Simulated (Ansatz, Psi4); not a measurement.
# Exact exchange and the vertical energy of the triplet above the singlet of BClF2 (chlorodifluoroborane)

The species is BClF2 (4 atoms), meant as a singlet with charge 0. SMILES: `FB(F)Cl`. The shape is that of a PBE0-D4/def2-TZVP optimisation.

The vertical energy of the triplet above the singlet y, in eV, basis aug-cc-pVDZ; a is the functional's share of exact exchange. Programs: Ansatz 0.2.0, Psi4 1.11.

| functional | program | a | y (eV) |
| --- | --- | --- | --- |
| revPBE | Psi4 | 0 | 7.52 |
| BLYP | Psi4 | 0 | 7.53 |
| B3LYP | Psi4 | 0.2 | 7.89 |
| PBE0 | Psi4 | 0.25 | ? |
| r2SCAN0 | Ansatz | 0.25 | 7.98 |
| BHLYP | Psi4 | 0.5 | 8.13 |

Q: Fit y = c + s·a to the known rows and predict PBE0.

A: 
1. Means of the 5 rows: a = 0.1900, y = 7.810.
2. Σ(Δa)² = 0.172, Σ(Δa·Δy) = 0.2185, so the slope is 0.2185/0.172 = 1.2703.
3. Intercept: 7.810 − (1.2703) × 0.1900 = 7.569. The largest residual of the fit is 0.094.
4. PBE0: 7.569 + (1.2703) × 0.25 = 7.89 eV.

The run gave 7.91 eV, so the prediction is off by -0.02 eV, within the largest residual.

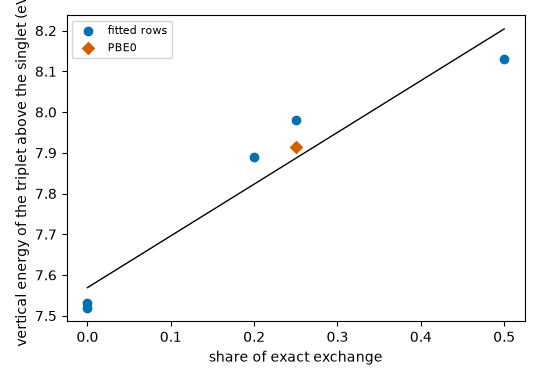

The fitted line, with the withheld row.
